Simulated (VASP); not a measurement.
# MoS2: the relaxed cell at several levels, part 2 of 4

How close do the usual functionals, with and without dispersion, come to the cell of MoS2? The start is a cell from a database of measured crystal structures.

VASP 6.6.1, plane waves and PAW; the level of theory is named at each step.

Still holding for the runs below: This run has no spin polarisation, although Mo can carry a moment.

So far. Step 2 (Relaxation with LDA): It ends with a largest force of 0.001 eV/Å and a pressure of -0.02 GPa. The volume lies -4.7 % from that of the database's start, which holds the thermal and zero-point expansion of its experiment. LDA is known to overbind. The conventional cell has a = 3.126 and c = 12.072 Å.

The database entry behind the starting cell differs from later determinations by our own check (about 0.3 % long), so it need not match the best structure at ambient conditions.

**3. Relaxation with PBEsol**

This step: PBEsol; plane waves and PAW (Mo_sv, S) (VASP 6.6.1).

PBEsol restores the gradient expansion of exchange and is tuned for the cells of solids.

INCAR

```
SYSTEM = MoS2
PREC = Accurate
ENCUT = 520
EDIFF = 1E-06
NELM = 100
ISMEAR = -1
SIGMA = 0.05
LREAL = .FALSE.
ALGO = Normal
GGA = PS
NBANDS = 32
LASPH = .TRUE.
LORBIT = 11
LWAVE = .FALSE.
LCHARG = .FALSE.
KPAR = 4
IBRION = 2
NSW = 60
ISIF = 3
EDIFFG = -0.01
```

POSCAR

```
MoS2
1.0
    3.1690000000      0.0000000000      0.0000000000
   -1.5845000000      2.7444345046      0.0000000000
    0.0000000000      0.0000000000     12.3240000000
Mo S
2 4
Direct
    0.3333333333      0.6666666667      0.2500000000
    0.6666666667      0.3333333333      0.7500000000
    0.3333333333      0.6666666667      0.6230000000
    0.6666666667      0.3333333333      0.1230000000
    0.3333333333      0.6666666667      0.8770000000
    0.6666666667      0.3333333333      0.3770000000
```

KPOINTS

```
Automatic mesh
0
Gamma
10 10 3
0 0 0
```

Potentials, in the order of the species: Mo_sv and S (PBE family, release 64).

Run with:

```console
> mpirun -np 4 vasp_std
```

Output:

```text
[banner, memory and clock lines left out]
running    4 mpi-ranks, on    1 nodes
 distrk:  each k-point on    1 cores,    4 groups
 distr:  one band on    1 cores,    1 groups

 POSCAR found type information on POSCAR MoS
 POSCAR found :  2 types and       6 ions
 [... a notice as in an earlier step ...]

 LDA part: xc-table for (Slater+PW92), standard interpolation
 POSCAR, INCAR and KPOINTS ok, starting setup
 FFT: planning ... GRIDC
 FFT: planning ... GRID_SOFT
 FFT: planning ... GRID
 WAVECAR not read
 entering main loop
       N       E                     dE             d eps       ncg     rms          rms(c)
DAV:   1     0.434116641011E+03    0.43412E+03   -0.29492E+04  2000   0.154E+03
DAV:   2    -0.259263244562E+02   -0.46004E+03   -0.44912E+03  2176   0.388E+02
DAV:   3    -0.493782003402E+02   -0.23452E+02   -0.23288E+02  2320   0.776E+01
DAV:   4    -0.498459393101E+02   -0.46774E+00   -0.46671E+00  2144   0.110E+01
DAV:   5    -0.498587716846E+02   -0.12832E-01   -0.12825E-01  2328   0.173E+00    0.350E+01
DAV:   6    -0.476621461113E+02    0.21966E+01   -0.19574E+01  1944   0.243E+01    0.126E+01
DAV:   7    -0.472451351805E+02    0.41701E+00   -0.88513E+00  2024   0.155E+01    0.813E+00
DAV:   8    -0.468790074464E+02    0.36613E+00   -0.14371E+00  2272   0.677E+00    0.296E+00
DAV:   9    -0.468883676762E+02   -0.93602E-02   -0.15058E-01  2376   0.186E+00    0.131E+00
DAV:  10    -0.468795446005E+02    0.88231E-02   -0.57308E-02  2176   0.139E+00    0.319E-01
DAV:  11    -0.468794747278E+02    0.69873E-04   -0.24232E-03  2288   0.280E-01    0.177E-01
DAV:  12    -0.468793921019E+02    0.82626E-04   -0.32470E-04  2312   0.929E-02    0.841E-02
DAV:  13    -0.468793860687E+02    0.60332E-05   -0.15182E-04  2392   0.632E-02    0.145E-02
DAV:  14    -0.468793874372E+02   -0.13685E-05   -0.13605E-05  1960   0.211E-02    0.215E-02
DAV:  15    -0.468793875557E+02   -0.11851E-06   -0.23536E-06  1848   0.943E-03
   1 F= -.46879388E+02 E0= -.46879386E+02  d E =-.468794E+02
 curvature:   0.00 expect dE= 0.000E+00 dE for cont linesearch  0.000E+00
 trial: gam= 0.00000 g(F)=  0.187E-01 g(S)=  0.984E-01 ort = 0.000E+00 (trialstep = 0.100E+01)
 search vector abs. value=  0.117E+00
 bond charge predicted
       N       E                     dE             d eps       ncg     rms          rms(c)
DAV:   1    -0.478860620757E+02   -0.10067E+01   -0.29460E+01  1864   0.422E+01    0.149E+01
DAV:   2    -0.470183861509E+02    0.86768E+00   -0.45052E+00  1992   0.148E+01    0.301E+00
DAV:   3    -0.468594943451E+02    0.15889E+00   -0.89821E-01  2008   0.441E+00    0.191E+00
DAV:   4    -0.468241736677E+02    0.35321E-01   -0.15226E-01  1928   0.249E+00    0.759E-01
DAV:   5    -0.468230405805E+02    0.11331E-02   -0.29751E-02  2208   0.105E+00    0.936E-01
DAV:   6    -0.468222822948E+02    0.75829E-03   -0.77215E-03  2008   0.441E-01    0.200E-01
DAV:   7    -0.468222812683E+02    0.10266E-05   -0.15479E-03  2048   0.257E-01    0.647E-02
DAV:   8    -0.468222642747E+02    0.16994E-04   -0.56734E-05  2160   0.491E-02    0.478E-02
DAV:   9    -0.468222636277E+02    0.64705E-06   -0.93112E-06  1920   0.183E-02
   2 F= -.46822264E+02 E0= -.46822262E+02  d E =0.571239E-01
[... from here on, the cycles between the ionic steps are left out ...]
   3 F= -.46899812E+02 E0= -.46899810E+02  d E =-.204242E-01
   4 F= -.46899808E+02 E0= -.46899806E+02  d E =-.204204E-01
   5 F= -.46902182E+02 E0= -.46902180E+02  d E =-.237362E-02
   6 F= -.46902182E+02 E0= -.46902181E+02  d E =-.237391E-02
   7 F= -.46902595E+02 E0= -.46902594E+02  d E =-.412909E-03
   8 F= -.46903277E+02 E0= -.46903276E+02  d E =-.109505E-02
   9 F= -.46903415E+02 E0= -.46903414E+02  d E =-.138230E-03
  10 F= -.46903795E+02 E0= -.46903794E+02  d E =-.518441E-03
  11 F= -.46904395E+02 E0= -.46904394E+02  d E =-.111755E-02
  12 F= -.46904965E+02 E0= -.46904964E+02  d E =-.168803E-02
  13 F= -.46904979E+02 E0= -.46904978E+02  d E =-.170217E-02
  14 F= -.46905243E+02 E0= -.46905242E+02  d E =-.263575E-03
  15 F= -.46905639E+02 E0= -.46905638E+02  d E =-.659789E-03
  16 F= -.46905651E+02 E0= -.46905651E+02  d E =-.671874E-03
 curvature:  -8.83 expect dE=-0.136E-02 dE for cont linesearch -0.364E-06
 trial: gam=-0.18960 g(F)=  0.654E-04 g(S)=  0.892E-04 ort =-0.273E-04 (trialstep = 0.432E+00)
 search vector abs. value=  0.817E-03
 bond charge predicted
       N       E                     dE             d eps       ncg     rms          rms(c)
DAV:   1    -0.469058125306E+02   -0.16161E-03   -0.11412E-02  1848   0.576E-01    0.108E-01
DAV:   2    -0.469057264751E+02    0.86055E-04   -0.11708E-03  2000   0.212E-01    0.740E-02
DAV:   3    -0.469056982160E+02    0.28259E-04   -0.91469E-05  2040   0.502E-02    0.336E-02
DAV:   4    -0.469056935697E+02    0.46463E-05   -0.24757E-05  2008   0.250E-02    0.225E-02
DAV:   5    -0.469056945162E+02   -0.94652E-06   -0.87830E-07  1136   0.571E-03
  17 F= -.46905695E+02 E0= -.46905694E+02  d E =-.435061E-04
 trial-energy change:   -0.000044  1 .order   -0.000044   -0.000069   -0.000019
 step:   0.5918(harm=  0.5918)  dis= 0.00178  next Energy=   -46.905698 (dE=-0.473E-04)
 reached required accuracy - stopping structural energy minimisation
```

Wall time 6.1 min (4 MPI ranks of AMD EPYC 7R43, shared host); peak memory 0.97 GiB; 24 min of CPU time.

OUTCAR, selected parts (step 3):

```text
 Found     28 irreducible k-points:

   NELECT =      52.0000    total number of electrons

 E-fermi :   7.7419

 k-point     1 :       0.0000    0.0000    0.0000
  band No.  band energies     occupation
    ...
     22       5.2369      2.00000
     23       5.2369      2.00000
     24       5.9704      2.00000
     25       6.1472      2.00000
     26       7.2771      1.99982
     27       9.5591      0.00000
     28       9.5591      0.00000
     29       9.5794      0.00000
     30       9.5794      0.00000
     31       9.7751      0.00000
    ...

 k-point     2 :       0.1000   -0.0000    0.0000
  band No.  band energies     occupation
    ...
     22       4.9974      2.00000
     23       5.3380      2.00000
     24       6.1618      2.00000
     25       6.2238      2.00000
     26       7.0221      2.00000
     27       9.3777      0.00000
     28       9.4017      0.00000
     29       9.4475      0.00000
     30       9.5880      0.00000
     31       9.5891      0.00000
    ...

  Total       -0.0428779     -0.0428779      0.0163138      0.0000000      0.0000000     -0.0000000
  in kB       -0.6395091     -0.6395091      0.2433138      0.0000000      0.0000000     -0.0000000
  external PRESSURE =      -0.3452348 kB  Pullay stress =       0.0000000 kB

  energy-cutoff  :      520.00
  volume of cell :      107.42
      direct lattice vectors                 reciprocal lattice vectors
     3.142196400 -0.000000000 -0.000000000     0.318248726  0.183740987 -0.000000000
    -1.571098200  2.721221906  0.000000000     0.000000000  0.367481975 -0.000000000
     0.000000000  0.000000000 12.563206616     0.000000000 -0.000000000  0.079597513

 POSITION                                       TOTAL-FORCE (eV/Angst)
 -----------------------------------------------------------------------------------
     -0.00000      1.81415      3.14080        -0.000000      0.000000      0.000000
      1.57110      0.90707      9.42240         0.000000     -0.000000      0.000000
     -0.00000      1.81415      7.86380         0.000000     -0.000000     -0.003274
      1.57110      0.90707      1.58220        -0.000000     -0.000000     -0.003274
     -0.00000      1.81415     10.98101         0.000000      0.000000      0.003274
      1.57110      0.90707      4.69940        -0.000000      0.000000      0.003274
 -----------------------------------------------------------------------------------
    total drift:                               -0.000000      0.000000     -0.000000

  FREE ENERGIE OF THE ION-ELECTRON SYSTEM (eV)
  ---------------------------------------------------
  free  energy   TOTEN  =       -46.9056945162 eV

  energy  without entropy=      -46.9056936259  energy(sigma->0) =      -46.90569407

 total charge
# of ion       s       p       d       tot
------------------------------------------
    1        2.300   6.230   3.993  12.523
    2        2.300   6.230   3.993  12.523
    3        1.358   2.326   0.000   3.684
    4        1.358   2.326   0.000   3.684
    5        1.358   2.326   0.000   3.684
    6        1.358   2.326   0.000   3.684
--------------------------------------------------
tot         10.031  21.764   7.986  39.780

[... 9 parts as in an earlier step ...]

[... 5 further parts left out ...]
```

CONTCAR:

```
MoS2
   1.00000000000000
     3.1421964001403357   -0.0000000000000000   -0.0000000000000000
    -1.5710982000701679    2.7212219062084761    0.0000000000000000
     0.0000000000000000    0.0000000000000000   12.5632066162019598
  Mo              S
     2     4
Direct
     0.3333333332999970    0.6666666667000030    0.2500000000000000
     0.6666666667000030    0.3333333332999970    0.7500000000000000
     0.3333333332999970    0.6666666667000030    0.6259391167551112
     0.6666666667000030    0.3333333332999970    0.1259391167551113
     0.3333333332999970    0.6666666667000030    0.8740608832448888
     0.6666666667000030    0.3333333332999970    0.3740608832448886
```

The bonds form layers, held to each other by dispersion, which PBEsol lacks, so the spacing between them is unreliable. The PAW data sets were made with PBE, which is usual practice but a small mismatch for other functionals.

Step by step:

| step | energy less that of the first step (eV) | largest force (eV/Å) | pressure (GPa) | volume (Å³) |
| --- | --- | --- | --- | --- |
| 1 | 0.0000 | 0.3114 | -2.99 | 107.18 |
| 2 | 0.0571 | 0.7645 | 6.50 | 102.09 |
| 3 | -0.0204 | 0.0354 | -0.02 | 105.41 |
| 4 | -0.0204 | 0.0423 | 0.06 | 105.37 |
| 5 | -0.0228 | 0.0387 | 0.14 | 105.20 |
| 6 | -0.0228 | 0.0393 | 0.14 | 105.20 |
| 7 | -0.0232 | 0.0501 | 0.01 | 105.39 |
| 8 | -0.0239 | 0.0825 | -0.37 | 105.95 |
| 9 | -0.0240 | 0.0776 | -0.35 | 105.97 |
| 10 | -0.0244 | 0.0629 | -0.29 | 106.03 |
| 11 | -0.0250 | 0.0348 | -0.12 | 106.16 |
| 12 | -0.0256 | 0.0235 | 0.19 | 106.40 |
| 13 | -0.0256 | 0.0357 | 0.23 | 106.45 |
| 14 | -0.0259 | 0.0317 | 0.20 | 106.66 |
| 15 | -0.0263 | 0.0214 | 0.07 | 107.28 |
| 16 | -0.0263 | 0.0184 | 0.03 | 107.47 |
| 17 | -0.0263 | 0.0033 | -0.03 | 107.42 |

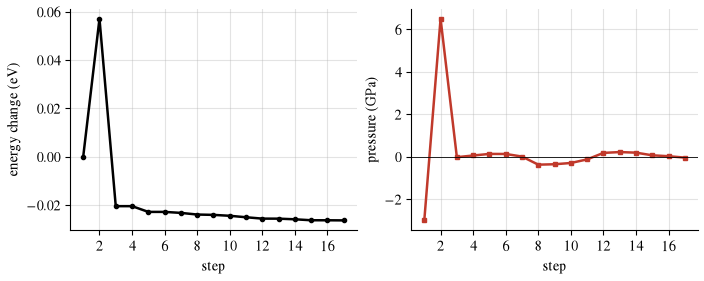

Energy and pressure along the relaxation.

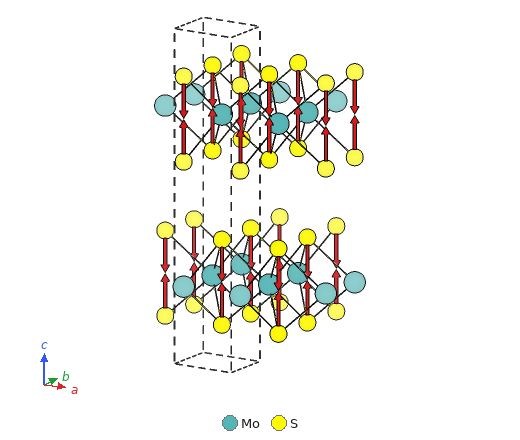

Displacements in the relaxation, exaggerated, measured against the changing cell; the longest in the cell stands for 0.04 Å. 2×2×1 cells are drawn. Some periodic images of atoms are drawn too.

| conventional cell, symmetrised | before | after | change |
| --- | --- | --- | --- |
| a (Å) | 3.169 | 3.142 | -0.8 % |
| b (Å) | 3.169 | 3.142 | -0.8 % |
| c (Å) | 12.324 | 12.563 | +1.9 % |
| volume (Å³/atom) | 17.86 | 17.90 | +0.2 % |

The atoms that moved most (Å, as changes of fractional coordinates times the final cell):

| atom | dx | dy | dz | length |
| --- | --- | --- | --- | --- |
| S6 | 0.000 | 0.000 | -0.037 | 0.037 |
| S4 | 0.000 | 0.000 | 0.037 | 0.037 |
| S5 | 0.000 | 0.000 | -0.037 | 0.037 |
| S3 | 0.000 | 0.000 | 0.037 | 0.037 |

The relaxed structure:

```
Mo S
1.0
     3.14220    0.00000    0.00000
    -1.57110    2.72122    0.00000
     0.00000    0.00000   12.56321
Mo S
2 4
Direct
  0.33333 0.66667 0.25000
  0.66667 0.33333 0.75000
  0.33333 0.66667 0.62594
  0.66667 0.33333 0.12594
  0.33333 0.66667 0.87406
  0.66667 0.33333 0.37406
```

This step gave:

```yaml
free_energy_toten: -46.91 eV
fermi_energy: 7.742 eV
pressure: -0.03452 GPa
scf_cycles_over_all_ionic_steps: 122
gap_on_the_k_mesh: 1.032 eV
least_direct_gap_on_the_k_mesh: 1.962 eV
```

It ends at 17.90 Å³/atom, +0.2 % from the start, with -0.03 GPa left. The conventional cell has a = 3.142 and c = 12.563 Å.

**4. Relaxation with PBE**

This step: PBE; plane waves and PAW (Mo_sv, S) (VASP 6.6.1).

PBE, the usual starting point, adds the gradient of the density.

INCAR: that of step 3 with these lines changed.

```diff
@@ -9,3 +9,3 @@
 ALGO = Normal
-GGA = PS
+GGA = PE
 NBANDS = 32
```

POSCAR is that of step 3.

KPOINTS is that of step 3.

Run with:

```console
> mpirun -np 4 vasp_std
```

Output:

```text
[banner, memory and clock lines left out]
running    4 mpi-ranks, on    1 nodes
[...]
LDA part: xc-table for (Slater+PW92), standard interpolation
 POSCAR, INCAR and KPOINTS ok, starting setup
[...]
entering main loop
       N       E                     dE             d eps       ncg     rms          rms(c)
DAV:   1     0.439137384918E+03    0.43914E+03   -0.29551E+04  2000   0.154E+03
DAV:   2    -0.223842030814E+02   -0.46152E+03   -0.45031E+03  2168   0.389E+02
DAV:   3    -0.460719934120E+02   -0.23688E+02   -0.23517E+02  2320   0.780E+01
DAV:   4    -0.465560867732E+02   -0.48409E+00   -0.48300E+00  2160   0.112E+01
[...]
DAV:  13    -0.436141693740E+02   -0.52248E-05   -0.15374E-04  2320   0.644E-02    0.872E-03
DAV:  14    -0.436141721198E+02   -0.27458E-05   -0.11682E-05  1952   0.193E-02    0.151E-02
DAV:  15    -0.436141727971E+02   -0.67732E-06   -0.23439E-06  1936   0.866E-03
   1 F= -.43614173E+02 E0= -.43614172E+02  d E =-.436142E+02
[... from here on, the cycles between the ionic steps are left out ...]
   2 F= -.43615654E+02 E0= -.43615653E+02  d E =-.148156E-02
   3 F= -.43624046E+02 E0= -.43624045E+02  d E =-.987301E-02
   5 F= -.43645778E+02 E0= -.43645777E+02  d E =-.217320E-01
   7 F= -.43675315E+02 E0= -.43675315E+02  d E =-.295375E-01
   9 F= -.43695161E+02 E0= -.43695161E+02  d E =-.493829E-01
  11 F= -.43700273E+02 E0= -.43700273E+02  d E =-.511247E-02
  13 F= -.43701762E+02 E0= -.43701762E+02  d E =-.148856E-02
  15 F= -.43702241E+02 E0= -.43702241E+02  d E =-.479439E-03
  17 F= -.43702432E+02 E0= -.43702432E+02  d E =-.191118E-03
  19 F= -.43702643E+02 E0= -.43702643E+02  d E =-.210479E-03
  21 F= -.43702792E+02 E0= -.43702792E+02  d E =-.149376E-03
  23 F= -.43702855E+02 E0= -.43702855E+02  d E =-.503055E-04
  25 F= -.43703094E+02 E0= -.43703094E+02  d E =-.289435E-03
  27 F= -.43703185E+02 E0= -.43703185E+02  d E =-.912111E-04
  28 F= -.43703205E+02 E0= -.43703205E+02  d E =-.204909E-04
  29 F= -.43703233E+02 E0= -.43703233E+02  d E =-.478815E-04
[...]
reached required accuracy - stopping structural energy minimisation
```

The job ended after 10 min (4 MPI ranks; peak memory 0.97 GiB).

From OUTCAR (step 4):

```text
  Total       -0.0310101     -0.0310101     -0.0132863      0.0000000     -0.0000000      0.0000000
  in kB       -0.4057779     -0.4057779     -0.1738552      0.0000000     -0.0000000      0.0000000
  external PRESSURE =      -0.3284704 kB  Pullay stress =       0.0000000 kB

 POSITION                                       TOTAL-FORCE (eV/Angst)
 -----------------------------------------------------------------------------------
     -0.00000      1.83900      3.48378        -0.000000      0.000000      0.000000
      1.59262      0.91950     10.45135         0.000000      0.000000      0.000000
     -0.00000      1.83900      8.88950        -0.000000      0.000000      0.006149
      1.59262      0.91950      1.92193        -0.000000      0.000000      0.006149
     -0.00000      1.83900     12.01321         0.000000     -0.000000     -0.006149
      1.59262      0.91950      5.04564         0.000000     -0.000000     -0.006149
 -----------------------------------------------------------------------------------
    total drift:                               -0.000000      0.000000     -0.000000

  FREE ENERGIE OF THE ION-ELECTRON SYSTEM (eV)
  ---------------------------------------------------
  free  energy   TOTEN  =       -43.7032327656 eV

  energy  without entropy=      -43.7032327270  energy(sigma->0) =      -43.70323275

[... 2 parts as in an earlier step ...]

[... 2 further parts left out ...]
[key lines of the parts left out:]
E-fermi :   6.2110
```

The bonds form layers, held to each other by dispersion, which PBE lacks, so the spacing between them is unreliable. After so large a change of volume the plane waves of the start cell no longer fit, so the final stress carries a basis-set error.

Step by step (22 of 29):

| step | energy less that of the first step (eV) | largest force (eV/Å) | pressure (GPa) | volume (Å³) |
| --- | --- | --- | --- | --- |
| 1 | 0.0000 | 0.0779 | 1.85 | 107.18 |
| 2 | -0.0015 | 0.4795 | -2.04 | 110.41 |
| 4 | -0.0224 | 0.1770 | -0.18 | 109.78 |
| 5 | -0.0316 | 0.0243 | -0.06 | 111.42 |
| 6 | -0.0406 | 0.0129 | -0.05 | 111.95 |
| 8 | -0.0799 | 0.0592 | 0.36 | 116.63 |
| 9 | -0.0810 | 0.0700 | 0.47 | 117.40 |
| 10 | -0.0859 | 0.0989 | -0.35 | 119.65 |
| 12 | -0.0853 | 0.1547 | 0.55 | 121.05 |
| 13 | -0.0876 | 0.0117 | -0.04 | 120.53 |
| 14 | -0.0880 | 0.0162 | 0.13 | 120.59 |
| 16 | -0.0882 | 0.0397 | -0.06 | 120.97 |
| 17 | -0.0883 | 0.0227 | 0.02 | 120.87 |
| 18 | -0.0883 | 0.0237 | -0.02 | 121.00 |
| 20 | -0.0885 | 0.0182 | -0.12 | 121.42 |
| 21 | -0.0886 | 0.0024 | -0.02 | 121.50 |
| 22 | -0.0886 | 0.0131 | 0.03 | 121.54 |
| 24 | -0.0888 | 0.0126 | 0.08 | 121.72 |
| 25 | -0.0889 | 0.0129 | 0.17 | 121.98 |
| 26 | -0.0890 | 0.0044 | 0.06 | 122.17 |
| 28 | -0.0890 | 0.0110 | 0.00 | 122.30 |
| 29 | -0.0891 | 0.0061 | -0.03 | 122.44 |

| cell as run | before | after | change |
| --- | --- | --- | --- |
| a (Å) | 3.169 | 3.185 | +0.5 % |
| b (Å) | 3.169 | 3.185 | +0.5 % |
| c (Å) | 12.324 | 13.935 | +13.1 % |
| volume (Å³/atom) | 17.86 | 20.41 | +14.2 % |

The atoms that moved most (Å, as changes of fractional coordinates times the final cell):

| atom | dx | dy | dz | length |
| --- | --- | --- | --- | --- |
| S6 | 0.000 | 0.000 | -0.208 | 0.208 |
| S4 | 0.000 | 0.000 | 0.208 | 0.208 |
| S5 | 0.000 | 0.000 | -0.208 | 0.208 |
| S3 | 0.000 | 0.000 | 0.208 | 0.208 |

The relaxed structure:

```xyz
6
Lattice="3.1852 0.0000 0.0000 -1.5926 2.7585 0.0000 0.0000 0.0000 13.9351" Properties=species:S:1:pos:R:3 pbc="T T T"
Mo    0.0000    1.8390    3.4838
Mo    1.5926    0.9195   10.4514
S     0.0000    1.8390    8.8895
S     1.5926    0.9195    1.9219
S     0.0000    1.8390   12.0132
S     1.5926    0.9195    5.0456
```

It ends at 20.41 Å³/atom, +14.2 % from the start, with -0.03 GPa left. The conventional cell has a = 3.185 and c = 13.935 Å. That is far more than a functional's usual error.

(Part 2 of 4 ends here.)

[Lines on the potential files, build, host, timing and source positions are cut from VASP's logs without a mark.]

[Logs are printed without paths, hosts, clocks, repeated set-up lines and the standing remarks that a program may print on its own settings, such as how far it seeks lower states.]

[Hosts, paths, dates, database ids (printed as entryN), source tags and the programs' standing remarks are cut or masked in the printed files.]

[A measured line is paired with the nearest computed mode of its activity, which favours agreement.]
